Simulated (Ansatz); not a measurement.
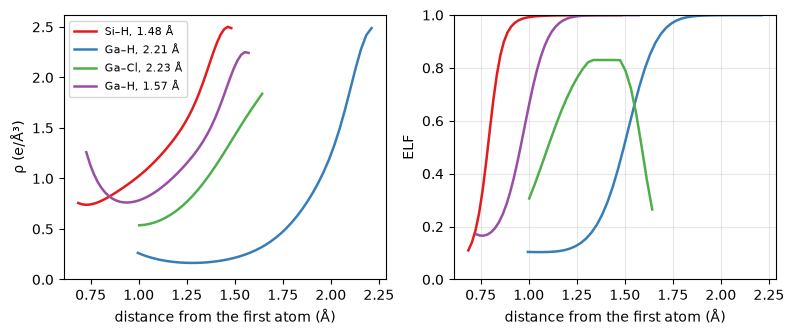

The picture shows: ClGaH2···SiH4. Electron density and ELF along straight lines between neighbouring atoms. The curves leave out the atomic cores.

Not at a stationary point (largest force 0.6 eV/Å).

Method: RKS BLYP/def2-SVP in Ansatz 0.2.0.

Input

```
crystal:
  periodic: [false, false, false]
  atoms:
    - { symbol: Ga, position_ang: [0.0, 0.0, 0.0] }
    - { symbol: Cl, position_ang: [0.0, 0.0, 2.59] }
    - { symbol: H, position_ang: [1.3596, 0.0, -0.785] }
    - { symbol: H, position_ang: [-1.3596, 0.0, -0.785] }
    - { symbol: Si, position_ang: [0.1099, -2.4934, 0.8293] }
    - { symbol: H, position_ang: [-0.68, -3.3385, -0.0614] }
    - { symbol: H, position_ang: [1.4976, -2.9474, 0.826] }
    - { symbol: H, position_ang: [-0.4266, -2.5804, 2.1843] }
    - { symbol: H, position_ang: [0.0645, -1.4637, 2.1071] }
basis:
  gaussian: { orbitals: def2-SVP }
hamiltonian:
  xc: blyp
relax:
  f_tol: 0.15
  max_steps: 25
  restrain:
    - { distance: [0, 4], at: 3.53, k: 30.0 }
    - { distance: [8, 1], at: 2.57, k: 30.0 }
    - { distance: [0, 1], at: 2.24, k: 30.0 }
    - { distance: [8, 4], at: 1.46, k: 30.0 }
output:
  orbitals: {}
```

Launched as:

```sh
ansatz run input.yaml --threads 2 --pin off --max-ram 3072MiB --backend cpu --events-out ev --progress --plain --runs-dir out
```

The fields are those of the run's last geometry, not of the input's.

### What can be read from the curves?

Si–H (1.48 Å): the density is about 0.74 e/Å³ at the midpoint; the ELF climbs to about 1 towards the hydrogen, as it does in any bond to H.
Ga1···H9 (2.21 Å): the density falls to about 0.16 e/Å³ on the way; the ELF dips to about 0.10 between them.
Ga–Cl (2.23 Å): ρ is about 0.59 e/Å³ halfway; the ELF peaks at about 0.85 in the valence shell of Cl, 0.9 Å from its nucleus, and is about 0.55 at the midpoint.
Ga–H (1.57 Å): ρ is about 0.97 e/Å³ halfway; the ELF climbs to about 1 towards the hydrogen.
